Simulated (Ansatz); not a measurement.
## TiSi2, pressure series

The reference is TiSi2 (space group Cmcm, No. 63).

```cif
data_Si4Ti2
_chemical_formula_sum 'Si4 Ti2'
_space_group_name_H-M_alt 'P 1'
_space_group_IT_number 1
_cell_length_a 7.00965
_cell_length_b 7.00965
_cell_length_c 3.57984
_cell_angle_alpha 90.000
_cell_angle_beta 90.000
_cell_angle_gamma 150.696
loop_
_space_group_symop_operation_xyz
  'x, y, z'
loop_
_atom_site_label
_atom_site_type_symbol
_atom_site_fract_x
_atom_site_fract_y
_atom_site_fract_z
_atom_site_occupancy
Si1 Si 0.94083 0.05917 0.75000 1
Si2 Si 0.05917 0.94083 0.25000 1
Si3 Si 0.25028 0.74972 0.75000 1
Si4 Si 0.74972 0.25028 0.25000 1
Ti1 Ti 0.60319 0.39681 0.75000 1
Ti2 Ti 0.39681 0.60319 0.25000 1
```

Cell and atoms are relaxed at each pressure.

Computed with PBE (Ansatz, a program for electronic structure, PAW, no spin-orbit coupling).

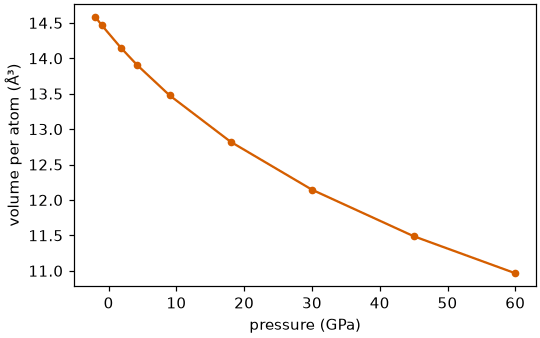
Figure: Volume against pressure

Problem. Estimate the zero-pressure bulk modulus from the plot.

Solution. About 130 GPa; a third-order Birch–Murnaghan fit to the points gives V₀ = 14.35 Å³/atom, B₀ = 127 GPa and B₀′ = 4.2.

Load acts through the strain it causes; cell and atoms are relaxed under it. Whether these cells are dynamically stable was not tested. No other phases were tried under pressure. The final runs are not spin-polarised.
